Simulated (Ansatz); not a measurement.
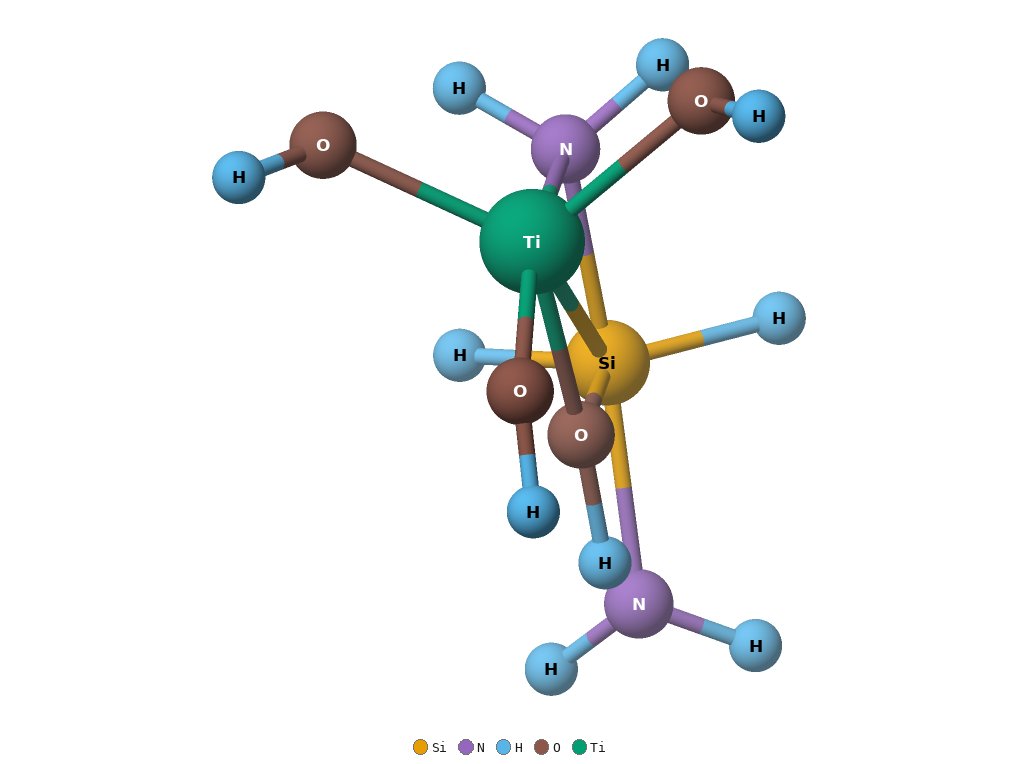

The species is neutral and a spin singlet. Computed geometry: PBE0-D4/def2-TZVP saddle-point search. Level of theory: RHF-CCSD(T), frozen core/def2-SVP (Ansatz 0.2.0).

Question: Give the T1 diagnostic at this level.

Answer: 0.019.
